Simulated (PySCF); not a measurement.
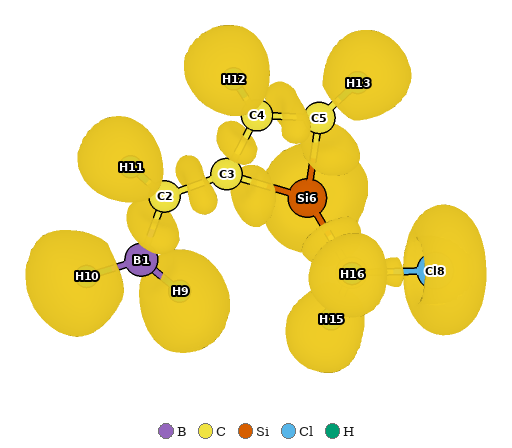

Figure. C5H8BClSi. Isosurface of the ELF at 0.8 (yellow), seen at a tilt. Core shells and regions of very low density are left out.

Geometry: GFN2-xTB.

The calculation used PySCF 2.14.0, PBE0/pcSseg-1, SCF density, gas phase, non-relativistic.

The calculation's input:

```
{"job": {"kind": "nmr", "xc": "PBE0", "basis": "pcSseg-1"}, "charge": 0, "multiplicity": 1}
B      2.509718    -1.040138     0.164660
C      1.960824     0.377433    -0.001986
C      0.681193     0.702922     0.259028
C     -0.008930     1.982371     0.180897
C     -1.263359     1.705915     0.592336
Si    -0.916444    -0.140396     0.891894
C     -1.766549    -1.353118    -0.313811
Cl    -3.457637    -1.591507     0.211424
H      1.779529    -1.893427     0.500570
H      3.638383    -1.272932    -0.038348
H      2.606081     1.186131    -0.340207
H      0.415452     2.922046    -0.137975
H     -2.080565     2.401624     0.687099
H     -0.997820    -0.661106     2.254117
H     -1.301204    -2.335364    -0.318519
H     -1.806269    -0.981512    -1.335106
```

Launched as:

```sh
OMP_NUM_THREADS=1 python probes_run.py task.json out
```

Q: Describe the localisation domains.

A: At this value the surface marks out one region between bonded B–C atoms (shared pairs), three regions between bonded C–C atoms (shared pairs), one region between bonded C–Cl atoms (shared pairs), three regions between bonded C–Si atoms (shared pairs), eight regions around hydrogen nuclei and one ring or bowl of non-bonding electrons around Cl. Along the contacts the grid gives the following. C–C (1.35 Å): the ELF peaks at about 0.95 between the atoms (localised, covalent bonding). C–B (1.53 Å): the ELF peaks at about 0.95 between the atoms (localised, covalent bonding).
